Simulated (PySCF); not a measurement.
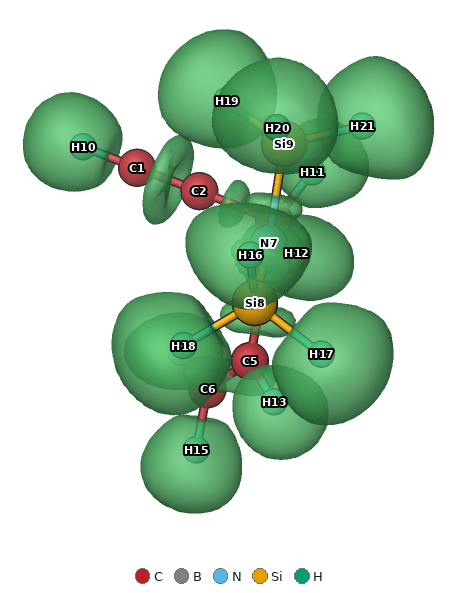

Figure. C5H12BNSi2. Isosurface of the ELF at 0.85 (green), seen at an oblique angle. Only the valence region is drawn (cores and ρ < 0.01 e/Å³ removed).

Geometry: GFN2-xTB.

Method: PBE0/pcSseg-1, SCF density, gas phase, non-relativistic in PySCF.

```yaml
atoms:
  - { symbol: C, position_ang: [-2.0648, 1.2357, -2.2891] }
  - { symbol: C, position_ang: [-1.6110, 0.2554, -1.7713] }
  - { symbol: C, position_ang: [-1.0621, -0.9157, -1.1219] }
  - { symbol: B, position_ang: [-0.1989, -0.4499, 0.1477] }
  - { symbol: C, position_ang: [-0.9349, -0.3362, 1.5208] }
  - { symbol: C, position_ang: [-2.1915, 0.0703, 1.6655] }
  - { symbol: N, position_ang: [1.1714, -0.1122, 0.0236] }
  - { symbol: Si, position_ang: [2.0576, 0.4516, 1.4370] }
  - { symbol: Si, position_ang: [1.9766, -0.2193, -1.5392] }
  - { symbol: H, position_ang: [-2.4694, 2.0823, -2.7576] }
  - { symbol: H, position_ang: [-0.4670, -1.4653, -1.8556] }
  - { symbol: H, position_ang: [-1.8958, -1.5576, -0.8232] }
  - { symbol: H, position_ang: [-0.3837, -0.5774, 2.4260] }
  - { symbol: H, position_ang: [-2.7947, 0.3420, 0.8130] }
  - { symbol: H, position_ang: [-2.6679, 0.1745, 2.6294] }
  - { symbol: H, position_ang: [3.3743, 0.9057, 0.9954] }
  - { symbol: H, position_ang: [2.2120, -0.6757, 2.3631] }
  - { symbol: H, position_ang: [1.3249, 1.5621, 2.0460] }
  - { symbol: H, position_ang: [1.2300, 0.5682, -2.5188] }
  - { symbol: H, position_ang: [3.3277, 0.3150, -1.3835] }
  - { symbol: H, position_ang: [2.0582, -1.6367, -1.9146] }
```

What do the ELF domains correspond to?

At this value the surface marks out two regions between bonded B–C atoms (shared pairs), one region between bonded B–N atoms (shared pairs), three regions between bonded C–C atoms (shared pairs), two regions between bonded N–Si atoms (shared pairs) and twelve regions around hydrogen nuclei. Profiles from the grid: C–C (1.20 Å): the ELF peaks at about 0.85 between the atoms; a short, multiple covalent bond. B–N (1.42 Å): the ELF peaks at about 0.90 between the atoms (a polar covalent bond).
